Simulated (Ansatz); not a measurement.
# Ba2C (model cell, started as cuprite): a soft mode frozen in, part 3 of 3

Aim: this structure of Ba2C (model cell, started as cuprite) is to be tested for unstable modes, and one is followed downhill.

Ansatz 0.2.0; DFT PBEsol, scalar-relativistic, plane waves, PAW.

So far. Step 4 (The mode frozen in, largest atomic shift 0.32 Å): The run ends at a pressure of -0.31 GPa, with forces up to 0.41 eV/Å. Step 5 (Energy along the mode, all amplitudes (two of the runs …): The lowest of the steps tried is at 0.32 Å, 11.8 meV/atom below the parent; the bottom of the well need not coincide with a step.

The structure was built from a prototype and need not be the compound's stable phase.

## Step 7: The new phase in its own primitive cell

The relaxed structure is symmetrised, reduced to its primitive cell and relaxed tightly, as its phonons need.

System of this step: Ba2C (model cell, started as cuprite). It takes space group Fm-3m (No. 225, cubic). The conventional cell has a = 6.879 Å, b = 6.879 Å, c = 6.879 Å, α = 90.00°, β = 90.00°, γ = 90.00°. C has 8 Ba at 2.98 Å nearest. Nearest to Ba lie 4 C at 2.98 Å. Farther neighbours are not listed.

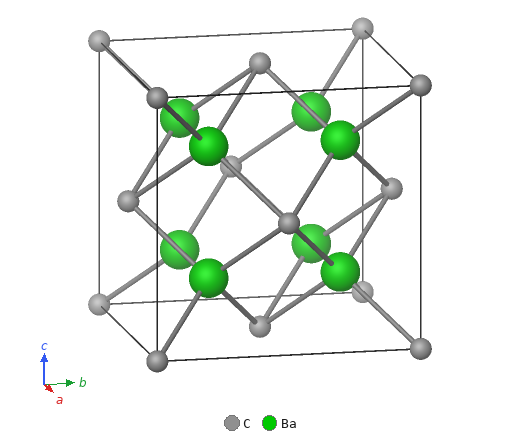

The cell of this step (carbon grey, barium green). Some periodic images of atoms are drawn too.

input.yaml

```yaml
crystal:
  lattice:
    - [0.0, 3.4394867977, 3.4394867977]
    - [3.4394867977, 0.0, 3.4394867977]
    - [3.4394867977, 3.4394867977, 0.0]
  atoms:
    - { symbol: C, position: [0.0, 0.0, 0.0] }
    - { symbol: Ba, position: [0.25, 0.25, 0.25] }
    - { symbol: Ba, position: [0.75, 0.75, 0.75] }
kpoints:
  mp_grid: { grid: [10, 10, 10] }
hamiltonian:
  xc: pbesol
scf:
  occupations: { method: methfessel_paxton, width: 0.2 }
output:
  forces: true
  stress: true
  eigenvalues: true
relax:
  adjacent_minimum: "off"
  f_tol: 0.001
  max_steps: 60
  cell: { stress_tol: 0.01 }
```

Run with:

```sh
$ ansatz run input.yaml --threads 8 --pin off --max-ram 14336MiB --backend cpu --events-out ev --progress --plain --runs-dir out
```

Numbers of over 12 decimals in the logs are rounded to 6 here.

The log of the run:

```text
[...]
Crystal: 3 atoms, lattice volume = 81.379 Å³
Basis set: ecut = 420 eV, 1639 PW (Γ), exchange–correlation on 72×72×72 points (8 copies of the dense FFT grid, shifted against one another)
Bands: 16, of which v1, the nominal top of the filled ones, is band 12 counted from 1 (11 counted from 0)
Symmetry: 48 space group operations
[...]
k-points: 47 of 1000
[...]
k-point 46: bands = [... 8 lower, 2.6770, 9.2089, 9.3290, 9.6993, 10.9817, 12.1519, 12.2543, 13.3248]
--- Relaxed structure (2 steps of the walk, 2 accepted, 1 SCFs on fresh bases) ---
[...]
cell:  # Å, volume = 81.3436 Å³
    - [0, 3.438991, 3.438991]
    - [3.438991, 0, 3.438991]
    - [3.438991, 3.438991, 0]
  atoms:
    - { symbol: C, position: [0, 0, 0] }
    - { symbol: Ba, position: [0.25, 0.25, 0.25] }
    - { symbol: Ba, position: [0.75, 0.75, 0.75] }
[key lines of the parts left out:]
SCF converged after 5 iterations
Free energy (F): -11970.084306 eV
Fermi energy:    10.193554 eV
P = ⅓ Tr σ = 0.0063 GPa (0.063 kbar)
```

It took 1.9 s on 8 threads of Arm Neoverse V2, shared host; peak memory 0.46 GiB; 12 s of CPU time.

Little changed from the start: no atom moved by 0.005 Å and no cell edge by 0.1 %.

Numbers from this step:

```
pressure        : 0.006284 GPa
volume per atom : 27.11 Å³
```

The forces vanish by symmetry and the pressure is 0.006 GPa, within the tolerances set. The cell now holds 27.11 Å³/atom.

## Step 8: Modes of the new phase, k-mesh 10×10×10

A relaxed structure may still be a saddle point, so its zone-centre modes are computed. No field response is asked, since the mesh shows no gap.

input.yaml, the sections that differ from step 7:

```yaml
crystal:
  lattice:
    - [0.0, 3.4389913756, 3.4389913756]
    - [3.4389913756, 0.0, 3.4389913756]
    - [3.4389913756, 3.4389913756, 0.0]
  atoms:
    - { symbol: C, position: [0.0, 0.0, 0.0] }
    - { symbol: Ba, position: [0.25, 0.25, 0.25] }
    - { symbol: Ba, position: [0.75, 0.75, 0.75] }
output:
  eigenvalues: true
phonons:
  method: dfpt
# kpoints, hamiltonian, scf: as in step 7
# relax: removed
```

The log of the run:

```text
zone centre: on kpoints.mp_grid the ground state, and the responses unless they are solved on pairs of k-points, stand on 102 of the mesh's 1000 k-points, reduced under 8 symmetry operations, with k and −k counted as one. Each operation leaves every solved displacement unchanged or reverses it
[...]
Crystal: 3 atoms, lattice volume = 81.344 Å³
Basis set: ecut = 420 eV, 1639 PW (Γ), exchange–correlation on 72×72×72 points (8 copies of the dense FFT grid, shifted against one another)
Bands: 16, of which v1, the nominal top of the filled ones, is band 12 counted from 1 (11 counted from 0)
Symmetry: 48 space group operations
k-points: 102 of 1000 (irreducible under 8 space group operations, time reversal used)
[...]
SCF iter   1: F=—  HF=-11970.148486 eV  |F-HF|=—  |Δ(HF+E_count)|=         —  Δρ=1.59e-2  dr2=4.78e-1  ethr=1.77e-3  ⟨swp⟩=8.2  Hψ=9990  notcnv=0
[...]
SCF iter  10: F=-11970.084306 eV  HF=-11970.084306 eV  |F-HF|=3.64e-12  |Δ(HF+E_count)|=  5.46e-12  S|Δr|=    0.00e0  Δρ=2.06e-8  dr2=4.96e-13  ethr=1.00e-12  ⟨swp⟩=5.6  Hψ=7227  notcnv=0
SCF 1 converged in 10 iterations: F = -11970.084306 eV  dr2 = 4.96e-13
[...]
DFPT response loops at Γ: preconditioner auto → Kerker (q_TF=auto, 2.226 Å⁻¹) (partly filled bands, converged f_vac=0.000); β = 1.00, the filter's whole step (`scf.mixing.beta` (0.50) is not read by the response loops under this deck's `scf.mixing.preconditioner`; to damp them name `kerker` or `kerker_dos`, under which they read `scf.mixing.beta`, and type it under 1.00, their step now; both keys bind the ground state too); Broyden in place of MSR1
SCF converged after 10 iterations
[...]
Free energy (F): -11970.084306 eV
[...]
Internal energy: -11970.090601 eV  (E = F + TS)
E sigma→0 (E₀):  -11970.085880 eV
Entropy (-TS):   0.006295 eV (2.098 meV/atom)
Fermi energy:    10.193554 eV
[...]
--- Band table (eV; the first three rows and the last of 102) ---
  k-point 0: bands = [... 8 lower, 2.0575, 8.0942, 8.0942, 8.0942, 10.2984, 10.3527, 10.3527, 14.6288]
  k-point 1: bands = [... 8 lower, 2.1464, 8.1003, 8.1830, 8.1830, 10.5024, 10.5024, 10.6433, 14.2074]
  k-point 2: bands = [... 8 lower, 2.3504, 8.2619, 8.4363, 8.4363, 10.9311, 10.9311, 11.4330, 13.4611]
  k-point 101: bands = [... 8 lower, 2.6770, 9.2089, 9.3290, 9.6993, 10.9817, 12.1519, 12.2543, 13.3248]
--- Phonons (Γ-DFPT): 2 representative perturbations + reference, on 102 of 1000 k-points (Σ response iterations 7) ---
  k mesh reduced under 8 symmetry operations, with k and −k counted as one. Each operation leaves every solved displacement unchanged or reverses it
  ASR residual: 2.249e-5 → 0.000e0 eV/Å²; symmetrization residual: 3.284e-7 eV/Å²
  ASR residual per site (eV/Å²): 2.25e-5 1.62e-6 1.62e-6
  Γ frequencies (cm⁻¹): 0.00 0.00 0.00 68.64 68.64 68.64 230.79 230.79 230.79
  non-analytic LO–TO correction: not included (Born effective charges unavailable; polar crystals: no LO–TO splitting at Γ)
```

Elapsed: 6.6 s, on 8 threads; peak memory 0.87 GiB; 45 s of CPU time.

Numbers from this step:

* sum-rule residual before enforcement: 2.25e-5 eV/Å²
* highest optical mode at the zone centre (no LO-TO term): 230.8 cm⁻¹
* lowest optical zone-centre mode: 68.64 cm⁻¹

Patterns of degenerate modes are one choice out of their space. Modes at Γ, with each element's share of the kinetic energy:

| mode | frequency (cm⁻¹) | symmetry | C % | Ba % |
| --- | --- | --- | --- | --- |
| 1 | 0.0 | acoustic | 4 | 96 |
| 2 | 0.0 | acoustic | 4 | 96 |
| 3 | 0.0 | acoustic | 4 | 96 |
| 4 | 68.6 | T2g | 0 | 100 |
| 5 | 68.6 | T2g | 0 | 100 |
| 6 | 68.6 | T2g | 0 | 100 |
| 7 | 230.8 | T1u | 96 | 4 |
| 8 | 230.8 | T1u | 96 | 4 |
| 9 | 230.8 | T1u | 96 | 4 |

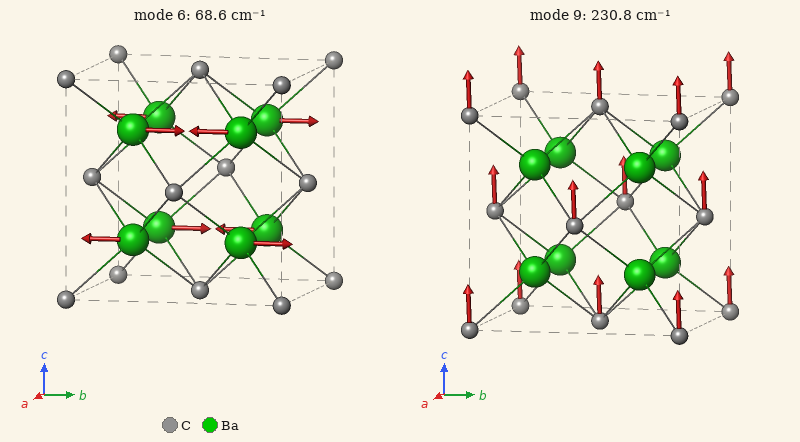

Displacement patterns of modes 6 and 9 at Γ; arrows are exaggerated. Some periodic images of atoms are drawn too.

Before it was imposed, the acoustic sum rule was missed by 2.2e-5 eV/Å². Small misses are needed for a sound result but don't prove that mesh and cutoff are converged. The lowest optical mode is real, 68.6 cm⁻¹.

## Step 9: What came out

```json
{
 "unstable mode of the parent": "q = (0, 0, -0.5), 132i cm⁻¹",
 "depth at the lowest point sampled": "11.8 meV/atom",
 "largest atomic shift at that point": "0.32 Å",
 "space group reached (within 0.01 Å)": "Fm-3m",
 "energy gained over the parent (first relaxation, on the mesh of the frozen mode)": "370 meV/atom",
 "volume per atom, phase reached": "27.1 Å³",
 "lowest optical zone-centre mode, phase reached": "68.6 cm⁻¹",
 "highest optical mode at the zone centre (no LO-TO term), phase reached": "231 cm⁻¹"
}
```

In words: From this start the structure relaxes into Fm-3m, 370 meV/atom below the parent. At the parent's cell the well is 11.78 meV/atom deep on the steps tried, with its lowest point at a shift of 0.32 Å. Relaxing atoms and cell changes the gain by +358.12 meV/atom against the lowest step (energies at zero smearing). Most of the total comes from this relaxation. The frozen pattern makes up only 3 % of the final shifts of the atoms, so other modes or strain give most of the change. The new phase has no imaginary mode at the zone centre of its cell; other wavevectors were not checked. Of the 6 patterns followed to their end from this parent, this one reaches the lowest energy. Each path keeps the symmetry of its pattern, so a lower phase may lie along a pattern not tried. With no gap, or one that is small against the smearing, the frequencies hang on the k mesh and the smearing, most of all near Kohn anomalies. Spin-orbit coupling is left out, which can matter for the heavy elements here. The starting cell was built on a prototype and not taken from a measurement, so the phase need not exist.

[Logs are printed without paths, hosts, clocks, repeated set-up lines and the standing remarks that a program may print on its own settings, such as how far it seeks lower states.]

[Hosts, paths, dates, database ids (printed as entryN), source tags and the programs' standing remarks are cut or masked in the printed files.]
